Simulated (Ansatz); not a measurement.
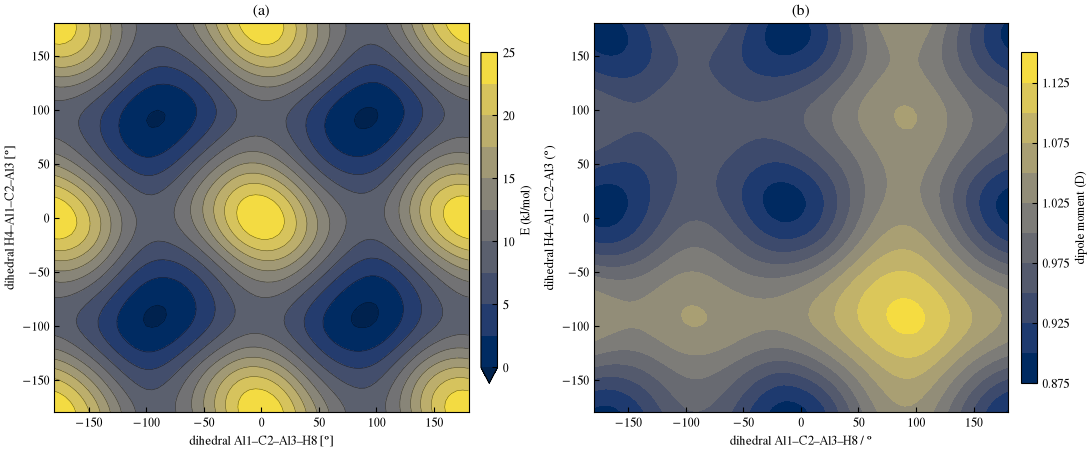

CH6Al2, SMILES [AlH2][CH2][AlH2]. The first coordinate is: dihedral Al1–C2–Al3–H8; the second: dihedral H4–Al1–C2–Al3. Nothing is relaxed (all other coordinates rigid). The scan uses a 9 × 9 grid; 53 points were computed and 28 follow by symmetry. Energies are in kJ/mol, from the lowest grid point. Level of theory: RKS r2SCAN0-D4/def2-TZVP in Ansatz 0.2.0.

Panel (a) is the energy; panel (b) is the computed dipole moment, in D.

In the figure: filled contours. Between grid points the surface is interpolated.

Q: How does the dipole moment vary over the map, and what is it at the lowest grid point?

A: Leaving out the highest fifth of the energies, it runs from 0.91 D at dihedral Al1–C2–Al3–H8 = −140°, dihedral H4–Al1–C2–Al3 = 20° to 1.13 D at dihedral Al1–C2–Al3–H8 = 100°, dihedral H4–Al1–C2–Al3 = −100°. At the lowest grid point, dihedral Al1–C2–Al3–H8 = −100°, dihedral H4–Al1–C2–Al3 = −100°, it is 1.05 D.

```tsv
dihedral H4–Al1–C2–Al3 ↓, dihedral Al1–C2–Al3–H8 →	−180	−140	−100	−60	−20	20	60	100	140
140	0.92	0.92	0.95	0.93	0.91	0.94	1.01	1.03	0.97
100	0.97	0.95	0.97	0.96	0.96	0.99	1.03	1.05	1.01
60	0.95	0.93	0.96	0.95	0.94	0.97	1.02	1.04	0.99
20	0.89	0.91	0.96	0.94	0.89	0.93	1.01	1.03	0.96
−20	0.92	0.94	0.99	0.97	0.93	0.95	1.04	1.06	0.99
−60	1.01	1.01	1.03	1.02	1.01	1.04	1.10	1.11	1.06
−100	1.04	1.03	1.05	1.04	1.03	1.06	1.11	1.13	1.08
−140	0.97	0.97	1.01	0.99	0.96	0.99	1.06	1.08	1.03
−180	0.90	0.92	0.97	0.95	0.89	0.92	1.01	1.04	0.97
```
